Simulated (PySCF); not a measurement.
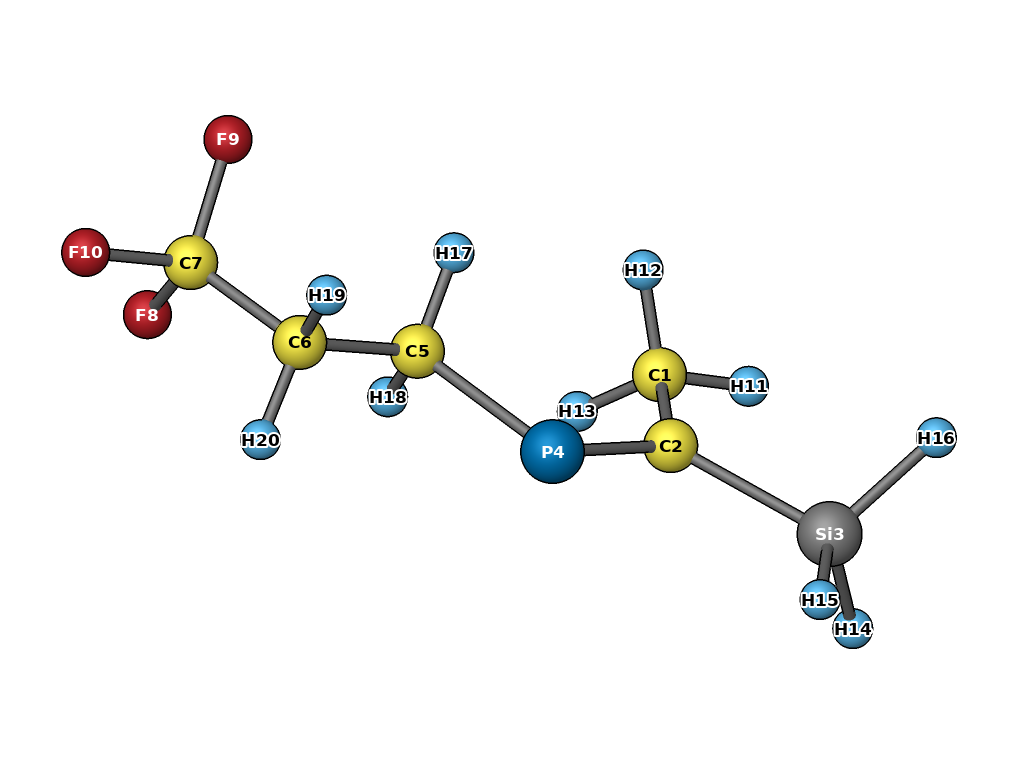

The questions are on isotropic NMR shieldings of the C atoms. The geometry was computed by an optimisation with GFN2-xTB. No frequency run is at hand to confirm it as a minimum. Level of theory: GIAO PBE0/pcSseg-1 NMR shielding, non-relativistic, gas phase (PySCF 2.14.0).

Question: Which C atom is the most shielded (lowest chemical shift)?

Answer: C1 (160.1 ppm).

Question: Which C atom is the least shielded (highest chemical shift)?

Answer: C2 (−31.3 ppm).

Question: How wide is the range of C shifts?

Answer: 191.4 ppm.

List the isotropic NMR shieldings of the C atoms.

```json
{"atom": "C1", "σ (ppm)": "160.1"}
{"atom": "C2", "σ (ppm)": "−31.3"}
{"atom": "C5", "σ (ppm)": "155.0"}
{"atom": "C6", "σ (ppm)": "150.9"}
{"atom": "C7", "σ (ppm)": "50.5"}
```

The geometry is semi-empirical. Around P, Si such bond lengths and angles can be off by a tenth of an ångström or more and by several degrees, and values that hang on the shape move with them.
